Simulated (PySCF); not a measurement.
# H$_{7}$NSi$_{2}$, SMILES `[SiH3]N[SiH3]`: electronic structure

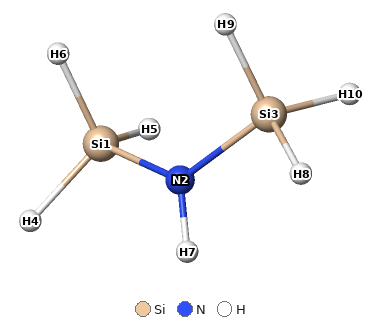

The molecule, with its atoms numbered as below. No frequency check shows the geometry to be a minimum.

Geometry (Å), atoms numbered from 1:

```
Si1     -1.5618    0.1386   -0.0043
N2      -0.0001   -0.6082    0.0473
Si3      1.5618    0.1386   -0.0043
H4      -2.5164   -0.9183    0.3325
H5      -1.8640    0.6847   -1.3336
H6      -1.5550    1.2176    0.9802
H7      -0.0000   -1.5919   -0.1684
H8       2.5164   -0.9183    0.3325
H9       1.5551    1.2176    0.9802
H10      1.8640    0.6847   -1.3336
```

Part 1: Bonding charge

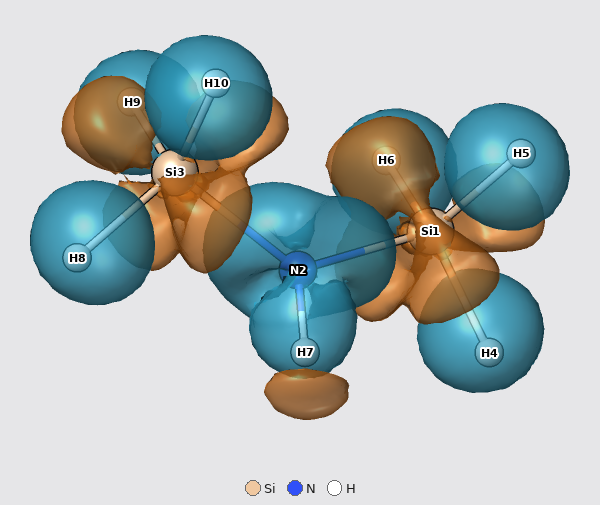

Deformation density (molecule less spherical, spin-averaged free atoms at the same positions), surfaces at ±0.07 e/Å³; light blue: gain, orange: loss.

Computed with PySCF, PBE0/def2-TZVP, geometry: GFN2-xTB.

> Describe the bonding that the map shows.

N2–H7: +0.79 e/Å³ at the bond critical point (bond length 1.01 Å, Mayer order 0.9). Si1–H6 and Si3–H9: +0.23 e/Å³ at the bond critical point (bond length 1.46 Å, Mayer order 1.0). Si1–H4 and Si3–H8: +0.23 e/Å³ at the bond critical point (bond length 1.46 Å, Mayer order 1.0). Si1–H5 and Si3–H10: +0.23 e/Å³ at the bond critical point (bond length 1.47 Å, Mayer order 0.9). Si1–N2 and N2–Si3: +0.13 e/Å³ at the bond critical point (bond length 1.73 Å, Mayer order 1.1). In all, 2.5 electrons gather in the regions of gain relative to the promolecule. A small or negative value marks a very polar bond, one between electron-rich atoms, whose free-atom densities already overlap strongly, a long bond to a heavier atom, or a closed-shell contact such as a hydrogen bond.

Part 2: Bond critical points

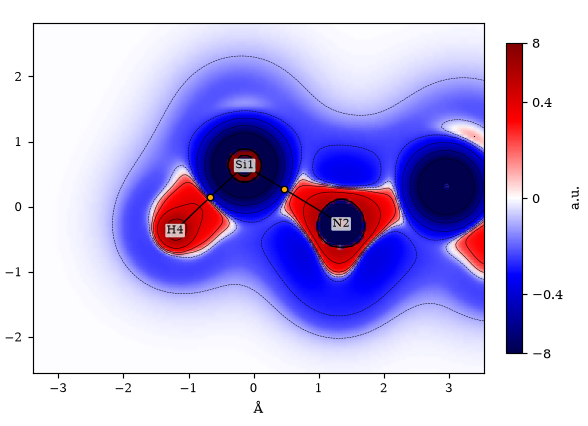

Negative Laplacian of the density (−∇²ρ) in the plane of Si1, N2 and H4 (red positive, blue negative, colour scale in a.u., logarithmic beyond ±0.04), with bond paths and bond critical points (dots).

> At which bond critical points in this plane is charge locally concentrated, and at which depleted?

At none is it concentrated. Depleted (∇²ρ > 0): Si1–N2 (+0.55 a.u., H = −0.058); Si1–H4 (+0.19 a.u., H = −0.078). A positive Laplacian with clearly negative H marks a strongly polar covalent bond, whose critical point lies close to the core of the less electronegative atom.

> Where along Si1–N2 does the critical point lie?

0.70 Å from Si1 and 1.04 Å from N2.

Part 3: Local ionisation energy

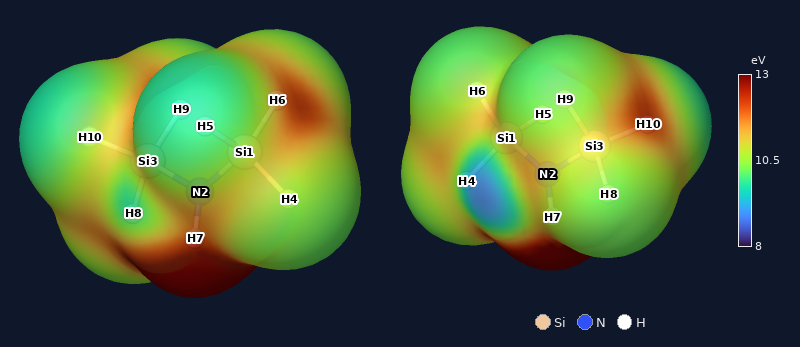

Average local ionisation energy on the surface of electron density 0.001 a.u. (back view left, front view right).

> Locate the minima of the map.

The lowest value is 8.8 eV, off the N2–H7 bond (2.0 to 2.2 Å from its atoms). Further minima include 9.8 eV, 1.5 Å from H10, and at like points elsewhere; 9.8 eV, off the N2–H7 bond (2.0 Å from its atoms). For comparison, the highest occupied orbital lies at −7.4 eV.

> What volume does the surface enclose, and what is the dipole moment?

About 119 Å³; the dipole moment is 0.8 D.

Part 4: In an electric field

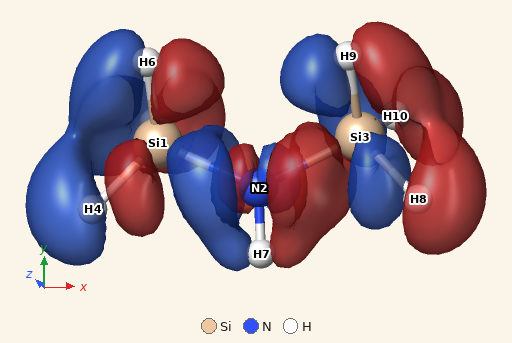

Change of the electron density in a uniform field of 0.21 V/Å, surfaces at ±0.0015 e/Å³ (red: gain, blue: loss).

Method: PBE0/def2-TZVP; geometry: GFN2-xTB; program: PySCF. A basis without diffuse functions makes polarisabilities too small.

The field was applied in both directions; the picture shows the one opposite to the script's first.

> Along which Cartesian direction does the field point?

Along −x: electrons gather on the +x side, against the field.

> What dipole is induced, and what polarisability does it imply?

The induced dipole is 0.68 D (along the field); α along this axis, from the fields in both directions, is 67 bohr³ (9.9 Å³).

Part 5: Removing or adding an electron

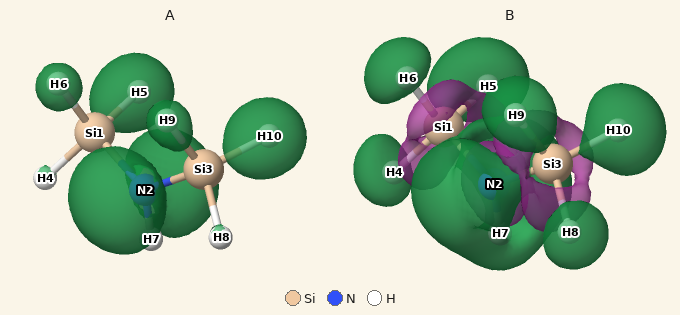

The Fukui function f⁻ from two separate SCF calculations and the density of the HOMO, at ±0.015 e/Å³ (green positive, purple negative).

Level of theory: PBE0/def2-TZVP (PySCF), at a geometry from GFN2-xTB.

> Which panel is which, and how good is the frozen-orbital picture?

B is f⁻ (it has negative regions), A the HOMO density. The HOMO lies on N2 (52 %), Si1 and Si3 (11 % each) and H5 and H10 (7 % each); f⁻ (Hirshfeld-condensed) is largest on N2 (0.26); the vertical ionisation energy is 9.43 eV (the stability of the cation's solution wasn't checked). Relaxation shifts 26 % of the electron between atoms. The orbital energy is −7.41 eV.
